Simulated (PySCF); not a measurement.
SMILES C[NH+]=C (C2H6N (cation, charge +1)) at its CAM-B3LYP/def2-SVP optimised geometry (Å):

```
9

C      0.2807    -1.0182     0.0000
N     -0.3510     0.0864     0.0000
C      0.2358     1.4278     0.0002
H      1.3769    -1.0182     0.0000
H     -0.2729    -1.9634     0.0000
H     -1.3769     0.0497     0.0000
H     -0.1077     1.9630     0.8962
H      1.3292     1.3507    -0.0002
H     -0.1083     1.9634    -0.8954
```

Method: CAM-B3LYP/def2-TZVP (PySCF). Cells within 0.4 Å of a nucleus heavier than hydrogen are left out (blank, or x).

Map of the Laplacian of the electron density (e/bohr⁵), clipped to [-1.50, 1.50] on the plane z = 0.0 Å:

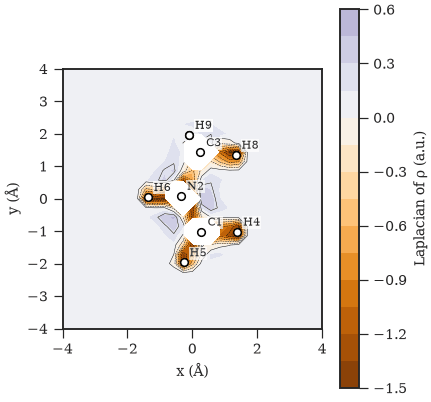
Figure. Laplacian of the electron density (e/bohr⁵), clipped to [-1.50, 1.50] on the plane z = 0.0 Å.
